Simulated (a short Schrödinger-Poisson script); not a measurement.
Structure: MOS inversion layer, SiO2 on p-type Si(100), at 300 K.

| layer | material | thickness (nm) | Na (cm⁻³) |
|---|---|---|---|
| 1 | SiO2 | 1.5 | - |
| 2 | Si | 1400 | 9.7e16 |

Constants are typed, rounded textbook-type inputs, not results; the design itself was drawn at random and stands for no fabricated device. SiO2: permittivity 3.9, conduction-band edge (eV) 3.15, gap (eV) 9, electron mass (mₑ) 0.5. Si: permittivity 11.7, conduction-band edge (eV) 0, gap (eV) 1.124, Nv at 300 K (cm⁻³) 3.1e19.

Channel valleys (confinement mass, in-plane density-of-states mass, number): Δ2 0.916, 0.19, 2; Δ4 0.19, 0.417, 4. At the gate the conduction-band edge of layer 1 lies 3.32 eV − eVg above the Fermi level of the channel; the field vanishes at the back. Gaps are held at their typed values at every temperature. Mesh 0.03 nm at interfaces.

Solved with a short Schrödinger-Poisson script written for these runs: 1D Poisson equation in equilibrium, electrons quantum, Hartree (BenDaniel-Duke, 12 states a valley, the channel's in-plane mass for all, wave functions ending at the dielectric), parabolic valleys, classical holes, full ionisation, no traps, pinning or gate leakage.

Only gate voltages with over 1e8 electrons/cm² are shown.

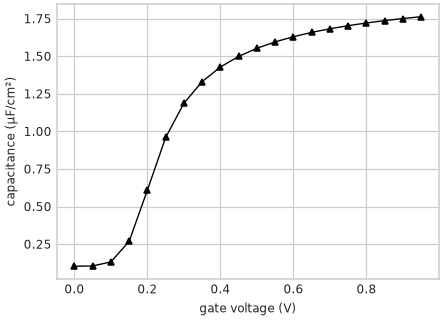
Fig. 1. Quasi-static capacitance against gate voltage

```csv
Vg (V),electrons (cm⁻²),C (μF/cm²),Δ2 E0 (meV),Δ2 E1 (meV),Δ4 E0 (meV),Δ4 E1 (meV)
0,1.96e8,0.103,283.9,319.2,316.4,375.0
0.05,1.16e9,0.105,237.2,273.4,270.5,330.5
0.1,6.81e9,0.132,190.8,227.8,224.9,286.3
0.15,3.67e10,0.268,146.6,184.6,181.6,244.4
0.2,1.47e11,0.609,109.5,149.1,146.1,210.4
0.25,3.81e11,0.959,83.1,125.3,122.2,188.4
0.3,7.11e11,1.19,64.9,110.1,107.0,175.2
0.35,1.10e12,1.33,51.5,99.8,96.7,166.7
0.4,1.53e12,1.43,40.8,92.4,89.3,160.9
0.45,1.98e12,1.50,32.0,86.7,83.6,156.8
0.5,2.46e12,1.55,24.4,82.1,79.0,153.6
0.55,2.95e12,1.59,17.7,78.4,75.2,151.1
0.6,3.45e12,1.63,11.7,75.2,72.1,149.1
0.65,3.96e12,1.66,6.2,72.4,69.3,147.5
0.7,4.48e12,1.68,1.1,70.0,66.9,146.1
0.75,5.01e12,1.70,-3.7,67.8,64.7,144.9
0.8,5.55e12,1.72,-8.1,65.8,62.7,143.8
0.85,6.09e12,1.74,-12.4,64.0,60.9,142.9
0.9,6.63e12,1.75,-16.5,62.3,59.2,142.1
0.95,7.18e12,1.76,-20.4,60.7,57.7,141.3
```

Subbands count from the Fermi level.
